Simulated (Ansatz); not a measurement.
```xyz
12

N    -1.4214    0.6036   -0.4110
N    -0.2325   -0.0659   -0.0544
Si   -0.1729   -0.3385    1.6665
Si    0.8878   -0.4789   -1.3217
H    -1.9893    0.0381   -1.0620
H    -1.2199    1.5127   -0.8571
H     1.1248   -1.0532    1.9517
H    -1.3283   -1.1894    2.1293
H    -0.2105    0.9610    2.4299
H     1.3273    0.7679   -2.0566
H     0.2181   -1.3700   -2.3442
H     2.0781   -1.1775   -0.7228
```

All numbers below come from Ansatz, RKS LDA/def2-SVP.

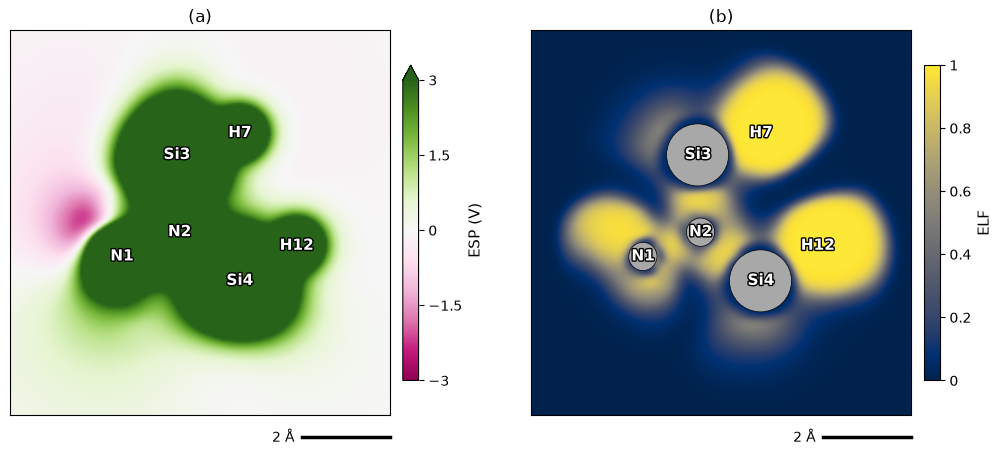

H8N2Si2 (SMILES NN([SiH3])[SiH3]). (a) molecular electrostatic potential; (b) ELF on the plane of atoms N1, N2 and Si4. Grey discs cover the atomic cores in the ELF map.

What do the fields say about this system?

- The plane passes through N, Si and H nuclei.
- N–N (1.41 Å): the ELF peaks at about 0.90 between the atoms: localised, covalent bonding.
- Si–N (1.74 Å): the ELF peaks at about 0.90 between the atoms; a polar covalent bond.
- Si–H (1.50 Å): the ELF climbs to about 1 towards the hydrogen, as it does in any bond to H.
- The ELF also peaks beside N1, away from the bonds: lone-pair regions.
- Outside the dense part of the molecule the potential is most negative (−2.2 V) near N1.
